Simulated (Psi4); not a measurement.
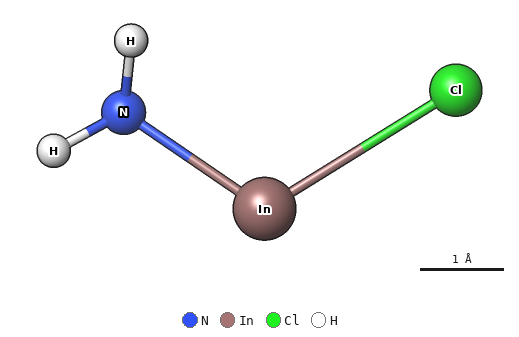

**Figure 1.** The structure (ball-and-stick view, seen on its broad side). Sticks mark near contacts. Bond lengths as drawn: Cl–In 2.72 Å, H–N 1.01 to 1.02 Å and In–N 2.07 Å.

## Single-point calculation, with input and output: InNH₂Cl (part 1 of 2)

InNH₂Cl, multiplicity 2, computed with B3LYP/def2-SVP, UKS, dispersion D3(BJ), core potentials def2 (Psi4 1.11).

Input file (clh2inn.py)
```python
import psi4

psi4.set_memory(1600000000)
psi4.set_num_threads(1)
psi4.core.set_output_file('output.dat', False)

mol = psi4.geometry("""
0 2
N
In 1 2.072358
Cl 2 2.7244 1 113.12071
H 1 1.014642 2 113.009 3 -164.07964
H 1 1.017033 4 107.38364 2 -121.86895
units angstrom
symmetry c1
""")

psi4.set_options({
    'basis': 'def2-SVP',
    'reference': 'uks',
})

psi4.set_options({'reference': 'uhf', 'stability_analysis': 'follow', 'max_attempts': 5})
psi4.energy("scf")
psi4.set_options({'reference': 'uks', 'stability_analysis': 'none', 'guess': 'read', 'guess_mix': False})

E = psi4.energy("b3lyp-d3bj")
print('E =', round(E, 9))
```

Run on 1 thread of Intel Xeon (Sapphire Rapids), 32 GiB of memory available, shared host.

Run as:
```bash
python clh2inn.py
```

Log
```
=> Loading Basis Set <=

    Name: DEF2-SVP
    Role: ORBITAL
    Keyword: BASIS

    !!!  WARNING: ECP capability is in beta. Please check occupations closely.  !!!

         ---------------------------------------------------------
                                   SCF
                              UHF Reference
                        1 Threads,   1525 MiB Core
         ---------------------------------------------------------

  ==> Geometry <==

    Molecular point group: c1
    Full point group: C1

    Geometry (in Angstrom), charge = 0, multiplicity = 2:

       Center              X                  Y                   Z               Mass
    ------------   -----------------  -----------------  -----------------  -----------------
         N           -0.005572011413     0.526880769588    -2.093199287079    14.003074004430
         IN          -0.005572011413     0.526880769588    -0.020841287079   114.903878776000
         CL          -0.005572011413    -1.978694397955     1.048947682669    34.968852682000
         H            0.250603301124     1.424979814950    -2.489798205548     1.007825032230
         H            0.655424857611    -0.160793693511    -2.446105924918     1.007825032230

  Running in c1 symmetry.

  Rotational constants: A =      0.36382  B =      0.06980  C =      0.05874 [cm^-1]
  Rotational constants: A =  10907.06477  B =   2092.48307  C =   1760.90475 [MHz]
  Nuclear repulsion =  142.720019971522959

  Charge       = 0
  Multiplicity = 2
  Electrons    = 47
  Nalpha       = 24
  Nbeta        = 23

  ==> Algorithm <==

  SCF Algorithm Type is DF.
  DIIS enabled.
  MOM disabled.
  Fractional occupation disabled.
  Guess Type is SAD.
  Energy threshold   = 1.00e-06
  Density threshold  = 1.00e-06
  Integral threshold = 1.00e-12

  ==> Primary Basis <==

  Basis Set: DEF2-SVP
    Blend: DEF2-SVP
    Number of shells: 30
    Number of basis functions: 68
    Number of Cartesian functions: 72
    Spherical Harmonics?: true
    Max angular momentum: 2

  Core potential: DEF2-SVP
    Number of shells: 4
    Number of ECP primitives: 18
    Number of ECP core electrons: 28
    Max angular momentum: 3

   => Loading Basis Set <=

    Name: (DEF2-SVP AUX)
    Role: JKFIT
    Keyword: DF_BASIS_SCF

  ==> Integral Setup <==

  DFHelper Memory: AOs need 0.018 GiB; user supplied 1.118 GiB.
  SCF_SUBTYPE=INCORE selected. In-core MEM_DF algorithm will be used.
  Using in-core AOs.

  ==> MemDFJK: Density-Fitted J/K Matrices <==

    J tasked:                   Yes
    K tasked:                   Yes
    wK tasked:                   No
    Memory [MiB]:              1144
    Algorithm:                 Core
    Schwarz Cutoff:           1E-12
    Mask sparsity (%):       5.0606
    Fitting Condition:        1E-10

   => Auxiliary Basis Set <=

  Basis Set: (DEF2-SVP AUX)
    Blend: DEF2-UNIVERSAL-JKFIT
    Number of shells: 121
    Number of basis functions: 459
    Number of Cartesian functions: 597
    Spherical Harmonics?: true
    Max angular momentum: 5

  Minimum eigenvalue in the overlap matrix is 2.4587921788E-02.
  Reciprocal condition number of the overlap matrix is 5.3143406254E-03.
    Using symmetric orthogonalization.

  ==> Pre-Iterations <==

  SCF Guess: Superposition of Atomic Densities via on-the-fly atomic UHF (no occupation information).

   -------------------------
    Irrep   Nso     Nmo
   -------------------------
     A         68      68
   -------------------------
    Total      68      68
   -------------------------

  ==> Iterations <==

                           Total Energy        Delta E     RMS |[F,P]|

   @DF-UHF iter SAD:  -702.31256821534328   -7.02313e+02   0.00000e+00
   @DF-UHF iter   1:  -703.96350630003462   -1.65094e+00   8.45827e-03 ADIIS/DIIS
   @DF-UHF iter   2:  -704.07956179603048   -1.16055e-01   5.85984e-03 ADIIS/DIIS
   @DF-UHF iter   3:  -704.15346457201042   -7.39028e-02   7.60757e-04 ADIIS/DIIS
   @DF-UHF iter   4:  -704.15659668580895   -3.13211e-03   3.44409e-04 ADIIS/DIIS
   @DF-UHF iter   5:  -704.15771894325917   -1.12226e-03   1.71197e-04 ADIIS/DIIS
   @DF-UHF iter   6:  -704.15815248298804   -4.33540e-04   1.06494e-04 ADIIS/DIIS
   @DF-UHF iter   7:  -704.15839563802922   -2.43155e-04   6.72818e-05 DIIS
   @DF-UHF iter   8:  -704.15852369099900   -1.28053e-04   3.97315e-05 DIIS
   @DF-UHF iter   9:  -704.15857783875595   -5.41478e-05   1.83318e-05 DIIS
   @DF-UHF iter  10:  -704.15858752494330   -9.68619e-06   1.09450e-05 DIIS
   @DF-UHF iter  11:  -704.15859193811787   -4.41317e-06   4.90070e-06 DIIS
   @DF-UHF iter  12:  -704.15859275953346   -8.21416e-07   2.09315e-06 DIIS
   @DF-UHF iter  13:  -704.15859286584589   -1.06312e-07   9.63748e-07 DIIS
  Energy and wave function converged.

    Wavefunction stable under totally symmetric rotations.
    Lowest totally symmetric eigenvalue: 0.058526
    Lowest UHF->UHF stability eigenvalues:
       A 0.058526

    Stability analysis over.

  ==> Post-Iterations <==

   @Spin Contamination Metric:   3.364220789E-02
   @S^2 Expected:                7.500000000E-01
   @S^2 Observed:                7.836422079E-01
   @S   Expected:                5.000000000E-01
   @S   Observed:                5.000000000E-01

    Orbital Energies [Eh]
    ---------------------

    Alpha Occupied:

       1A   -104.714379     2A    -15.574347     3A    -10.473220
       4A     -7.950160     5A     -7.945378     6A     -7.945365
       7A     -5.426060     8A     -3.683645     9A     -3.680195
      10A     -3.676170    11A     -1.145416    12A     -1.069551
      13A     -1.067605    14A     -1.065062    15A     -1.062602
      16A     -1.047922    17A     -0.982774    18A     -0.652984
      19A     -0.578242    20A     -0.460937    21A     -0.437137
      22A     -0.391592    23A     -0.390616    24A     -0.342669

    Alpha Virtual:

      25A      0.018302    26A      0.076124    27A      0.097045
      28A      0.208959    29A      0.240697    30A      0.263538
      31A      0.280355    32A      0.307915    33A      0.363552
      34A      0.460456    35A      0.464998    36A      0.495208
      37A      0.545290    38A      0.684248    39A      0.828156
      40A      0.852105    41A      0.882778    42A      1.025066
      43A      1.087596    44A      1.100034    45A      1.119005
      46A      1.120524    47A      1.124296    48A      1.141235
      49A      1.144448    50A      1.237367    51A      1.244074
      52A      1.297131    53A      1.463699    54A      1.579360
      55A      1.696261    56A      1.978289    57A      2.009355
      58A      2.415934    59A      2.424877    60A      2.818297
      61A      2.892915    62A      3.078513    63A      3.418741
      64A      3.708097    65A     16.347727    66A     16.541619
      67A     17.111643    68A     61.640098

    Beta Occupied:

       1A   -104.712531     2A    -15.562007     3A    -10.471288
       4A     -7.944582     5A     -7.944373     6A     -7.942457
       7A     -5.421298     8A     -3.681393     9A     -3.676881
      10A     -3.674153    11A     -1.114823    12A     -1.066200
      13A     -1.063969    14A     -1.062285    15A     -1.057882
      16A     -1.035519    17A     -0.966874    18A     -0.644597
      19A     -0.534616    20A     -0.425445    21A     -0.388143
      22A     -0.386055    23A     -0.372631

    Beta Virtual:

      24A     -0.024454    25A      0.045735    26A      0.099506
      27A      0.116808    28A      0.227345    29A      0.247933
      30A      0.285742    31A      0.297765    32A      0.316600
      33A      0.398847    34A      0.477598    35A      0.490865
      36A      0.511940    37A      0.558752    38A      0.698400
      39A      0.835292    40A      0.860772    41A      0.889979
      42A      1.048088    43A      1.096272    44A      1.108046
      45A      1.121924    46A      1.122559    47A      1.138521
      48A      1.154919    49A      1.164136    50A      1.245623
      51A      1.252096    52A      1.314925    53A      1.475233
      54A      1.588969    55A      1.701006    56A      1.977540
      57A      2.016069    58A      2.421453    59A      2.446541
      60A      2.844042    61A      2.916040    62A      3.088436
      63A      3.430150    64A      3.715129    65A     16.352008
      66A     16.549221    67A     17.115719    68A     61.641354

    Final Occupation by Irrep:
              A
    DOCC [    23 ]
    SOCC [     1 ]
    NA   [    24 ]
    NB   [    23 ]

  @DF-UHF Final Energy:  -704.15859286584589

   => Energetics <=

    Nuclear Repulsion Energy =            142.7200199715229587
    One-Electron Energy =               -1330.8431725669427124
    Two-Electron Energy =                 483.9645597295738071
    Total Energy =                       -704.1585928658458897

  UHF NO Occupations:
  HONO-2 :   22  A 1.9972083
  HONO-1 :   23  A 1.9867269
  HONO-0 :   24  A 1.0000000
  LUNO+0 :   25  A 0.0132731
  LUNO+1 :   26  A 0.0027917
  LUNO+2 :   27  A 0.0002232
  LUNO+3 :   28  A 0.0001688

Computation Completed

Properties will be evaluated at   0.000000,   0.000000,   0.000000 [a0]

Properties computed using the SCF density matrix

 Multipole Moments:

 ------------------------------------------------------------------------------------
     Multipole            Electronic (a.u.)      Nuclear  (a.u.)        Total (a.u.)
 ------------------------------------------------------------------------------------

 L = 1.  Multiply by 2.5417464519 to convert [e a0] to [Debye]
 Dipole X            :         -0.7619142            1.2383142            0.4764000
 Dipole Y            :         35.3900853          -33.2987830            2.0913023
 Dipole Z            :          3.3999932           -4.1457862           -0.7457929
 Magnitude           :                                                    2.2708390

 ------------------------------------------------------------------------------------

	total time  =          2 seconds =       0.03 minutes

   => Loading Basis Set <=

    Name: DEF2-SVP
    Role: ORBITAL
    Keyword: BASIS

    !!!  WARNING: ECP capability is in beta. Please check occupations closely.  !!!

   => B3LYP-D3(BJ): Empirical Dispersion <=

        s6 =       1.000000
        s8 =       1.988900
        a1 =       0.398100
        a2 =       4.421100

         ---------------------------------------------------------
                                   SCF
                              UKS Reference
                        1 Threads,   1525 MiB Core
         ---------------------------------------------------------

  ==> Geometry <==

    Molecular point group: c1
    Full point group: C1

    Geometry (in Angstrom), charge = 0, multiplicity = 2:
```
